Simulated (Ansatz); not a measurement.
# ClFH₄InNSi: what the fields show

```xyz
9

Cl    0.3042    0.3815    1.2347
F     2.9481   -1.0938    1.2181
In    1.3669   -0.0533   -2.2077
N    -1.1624   -0.5733   -1.6030
Si    1.5319   -1.2158    0.3902
H    -1.2182   -0.1928   -0.6516
H    -1.8567   -0.0931   -2.1774
H     0.8596   -2.4202    1.0094
H    -1.4393   -1.5555   -1.5481
```

Geometry: B3LYP-D3(BJ)/def2-SVP; core potentials replace the inner electrons of In.

Level of theory: isolated molecule in a Gaussian basis; Kohn-Sham density functional theory, functional PBE0 in Ansatz.

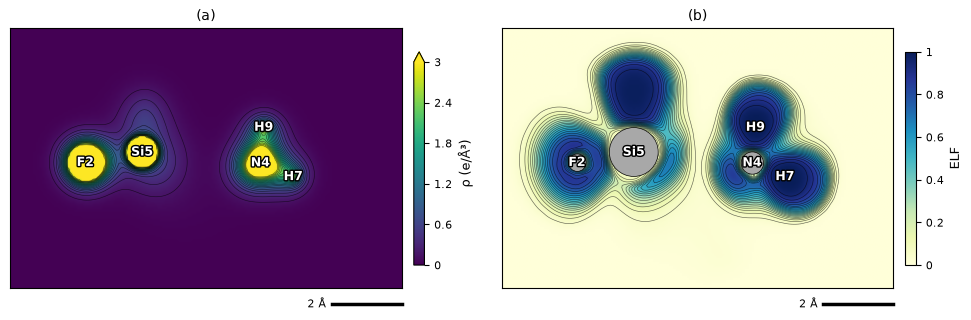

Figure 1. (a) electron density; (b) electron localisation function on the plane of atoms H7, N4 and H9. Grey discs cover the atomic cores in the ELF map.

> Describe what can be read from this map.

The plane passes through F, N, Si and H nuclei. Si–F (1.65 Å): ρ is about 1 e/Å³ halfway; the ELF peaks at about 0.85 in the valence shell of F, 0.6 Å from its nucleus, and is about 0.50 at the midpoint. N–H (1.02 Å): ρ at the midpoint is about 2.8 e/Å³; the ELF climbs to about 1 towards the hydrogen, as it does in any bond to H: an ordinary covalent bond to hydrogen. The ELF also peaks beside F2, away from the bonds: lone-pair regions.

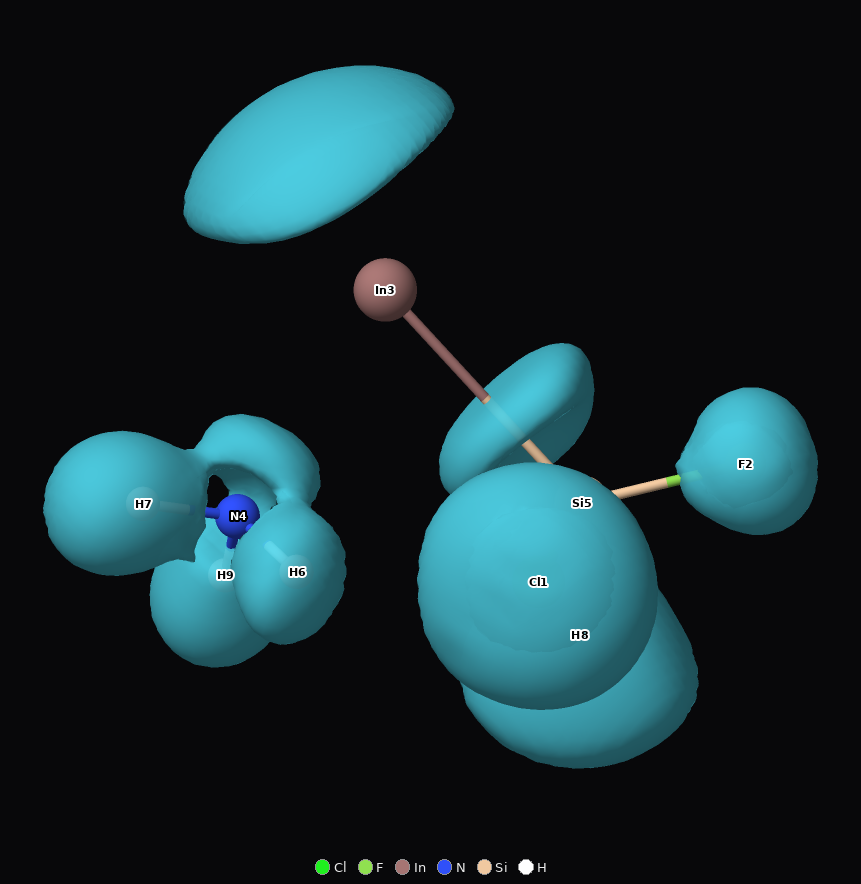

Figure 2. Isosurface of the ELF at 0.8 (cyan), seen across its widest extent. Core shells and regions of very low density are left out.

> Identify the bonds, lone pairs and shells in this picture.

At this value the surface marks out one region around a hydrogen nucleus, one region on Cl in which the atom's valence shell and bonds are merged, one region on Si in which the atom's valence shell and bonds are merged, one lobe on In, pointing away from the bonds (lone pairs), one region wrapped around F (its valence shell) and one joined region spread over several atoms (H, N), in which their bonds and any lone pairs are merged. Profiles from the grid: Si–Cl (2.18 Å): the ELF peaks at about 0.85 between the atoms, as expected for a shared but strongly polarised pair.

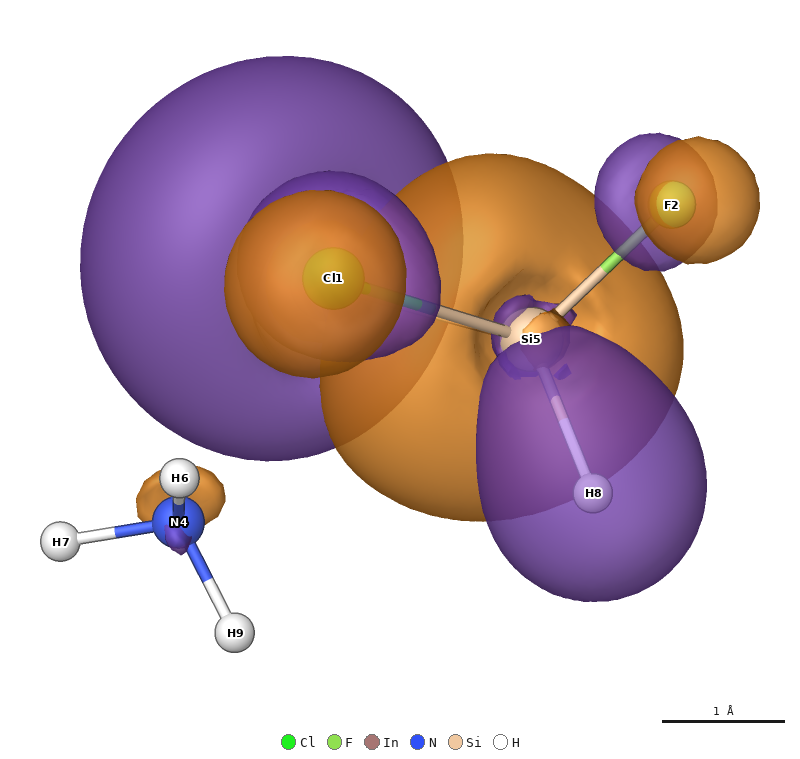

Figure 3. One frontier orbital at ±0.08 Å⁻³ᐟ² (orange and purple are the two phases), seen at an oblique angle.

> Which orbital is it: HOMO or LUMO?

The HOMO, at −5.61 eV. It lies mainly on In3 (about 45 %), Si5 (about 35 %), Cl1 (about 5 %) and H8 (about 5 %).
